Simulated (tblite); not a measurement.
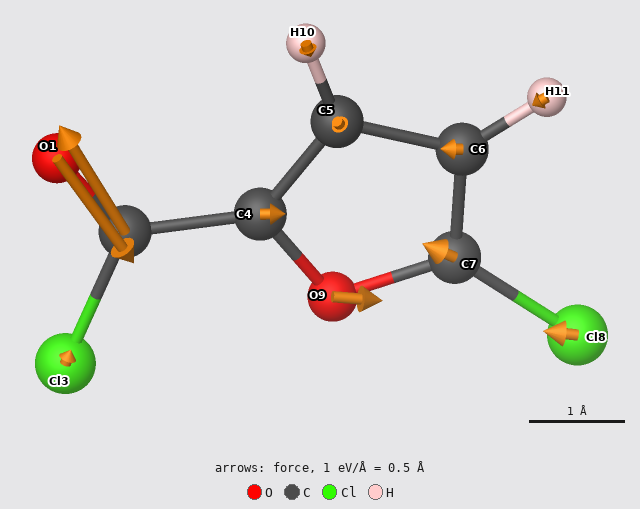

Starting geometry of C5H2Cl2O2 with the computed forces as orange arrows. A ball-and-stick model, seen at a tilt.

Theory: GFN2-xTB geometry optimisation, gas phase (tblite 0.8.0). 

Is this structure relaxed? If not, where do the atoms go?

Answer. It isn't relaxed: the largest force vector, on an O atom, is 3.31 eV/Å. The final displacements follow the starting forces only in part (cosine between the two patterns 0.40). The energy falls by 18.3 kJ/mol in 24 geometry steps. The atom that moves furthest after the best rigid fit is a Cl atom (0.14 Å). Largest moves by element: Cl 0.14 Å, O 0.06 Å, C 0.04 Å, H 0.02 Å. Among the contacts that change: C–O 1.244 → 1.192 Å, C–O 1.363 → 1.332 Å, C–Cl 1.713 → 1.691 Å, C–Cl 1.746 → 1.764 Å. Bond angles that change, for instance: Cl–C–O 123.5° → 117.9°, O–C–C 121.9° → 126.8°, C–C–Cl 126.7° → 130.5°.
